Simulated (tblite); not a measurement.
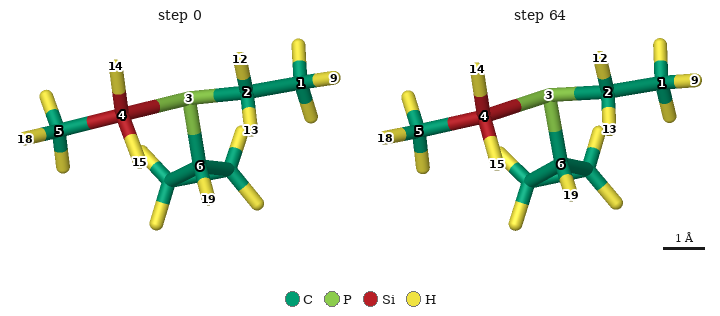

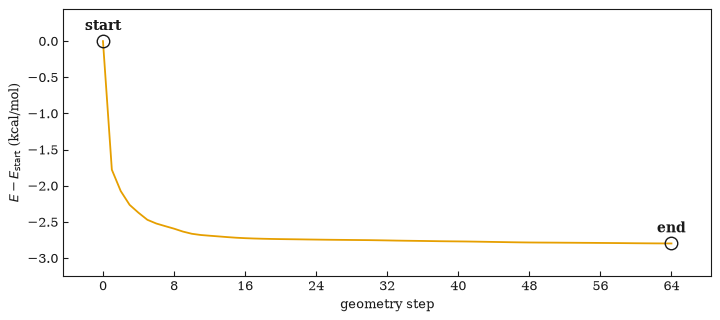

First and last geometry of a relaxation of C$_{6}$H$_{15}$PSi, with the history of the run. Style: stick. Shown from a free direction.

All numbers below come from tblite 0.8.0, GFN2-xTB geometry optimisation, gas phase. 

> What do the curves and the structures tell?

It converged. The largest moves after the best rigid fit, 0.12 Å, are those of H atoms. Largest moves by element: H 0.12 Å, P 0.08 Å, C 0.07 Å, Si 0.06 Å. Among the contacts that change: C–Si 1.835 → 1.898 Å, C–P 1.839 → 1.864 Å, C–H 1.113 → 1.094 Å, H–Si 1.492 → 1.474 Å. Among the angles between lasting bonds that change: P–Si–H 107.3° → 114.1°, P–C–H 109.9° → 106.9°, C–P–C 101.2° → 98.4°. Over 64 geometry steps the energy falls by 2.80 kcal/mol.

| step | E − E(0), kcal/mol |
| --- | --- |
| 0 | 0.00 |
| 1 | -1.78 |
| 2 | -2.07 |
| 3 | -2.26 |
| 4 | -2.37 |
| 5 | -2.47 |
| 6 | -2.52 |
| 7 | -2.56 |
| 8 | -2.59 |
| 9 | -2.63 |
| 10 | -2.66 |
| 13 | -2.70 |
| 16 | -2.72 |
| 19 | -2.73 |
| 21 | -2.74 |
| 24 | -2.74 |
| 27 | -2.75 |
| 30 | -2.75 |
| 33 | -2.76 |
| 36 | -2.76 |
| 38 | -2.77 |
| 41 | -2.77 |
| 44 | -2.78 |
| 47 | -2.78 |
| 50 | -2.78 |
| 53 | -2.79 |
| 55 | -2.79 |
| 58 | -2.79 |
| 61 | -2.79 |
| 64 | -2.80 |
